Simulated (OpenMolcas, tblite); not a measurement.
SiN2H4F (SMILES N[Si](N)F): the vertical electron affinity, rung by rung

The species is SiN2H4F (8 atoms), meant as a doublet with charge 0. SMILES: `N[Si](N)F`. The coordinates come from a PBE0-D4/def2-TZVP relaxation. This is one conformer, not always the lowest.

```xyz
8

N    -0.8149    1.0315   -0.3599
Si    0.5172   -0.0207   -0.5813
N     0.7803   -0.7933    0.9107
F     0.0453   -0.9712   -1.7940
H    -1.3317    1.3489   -1.1650
H    -0.7638    1.7447    0.3502
H     1.6486   -1.2548    1.1205
H     0.0111   -1.1423    1.4632
```

Each level gives the vertical electron affinity (to the singlet anion) (eV). The values are calculated.

The electron affinity is E(neutral) − E(anion): positive where the electron is bound.

```tsv
level	kind	program	value (eV)
IPEA1-xTB	semi-empirical	tblite	6.12
UHF/def2-SVPD	Hartree–Fock	OpenMolcas	-0.98
USVWN5/def2-SVPD	LDA	OpenMolcas	0.50
UPBE/def2-SVPD	GGA	OpenMolcas	0.28
UM06-L/def2-SVPD	meta-GGA	OpenMolcas	0.02
UTPSS/def2-SVPD	meta-GGA	OpenMolcas	0.17
UB3LYP/def2-SVPD	global hybrid	OpenMolcas	0.34
UPBE0/def2-SVPD	global hybrid	OpenMolcas	0.16
```

Where it was recorded, the anion's HOMO is positive in USVWN5/def2-SVPD, UPBE/def2-SVPD, UM06-L/def2-SVPD, UTPSS/def2-SVPD, UB3LYP/def2-SVPD, UPBE0/def2-SVPD: a fault of the level (basis or self-interaction), which says nothing on whether the real anion is bound. The values span -0.98 to 6.12 eV. The xTB values lack the empirical shift that such differences need.

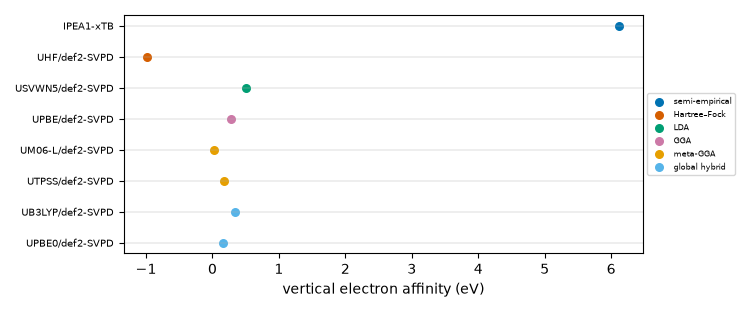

The values of the table, level by level.
